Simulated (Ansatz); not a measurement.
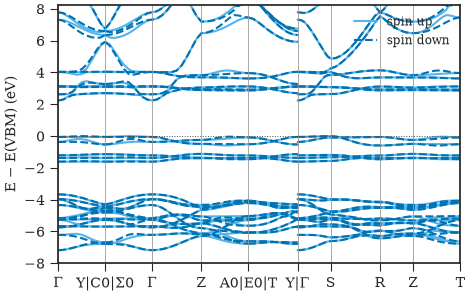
Figure: Band structure from PBE in the plane-wave PAW code Ansatz

Read off the gap and where the band edges lie.

About 2.2 eV (2.24 eV by a search for the band edges); maximum at S, minimum at Γ.

Which compound is it?
A. MnF2, rutile
B. GeS, P4/nmm (Ge on 2c, S on 2a)
C. SnO2, rutile

A, MnF2, rutile

Space group P4_2/mnm (rutile). The cell was relaxed with PBE under the symmetry of its start, as lowered by the spin order. Spin order of the final state: antiferromagnetic, chosen from 5 collinear starts compared on coarse meshes (ties went to the first, and starts can fall back to one state), not a proven ground state. No Hubbard U is applied. Point labels and valley counts follow the cell and symmetry of the run, lower than the named group.

Potentials: the later of the program's two PAW sets.
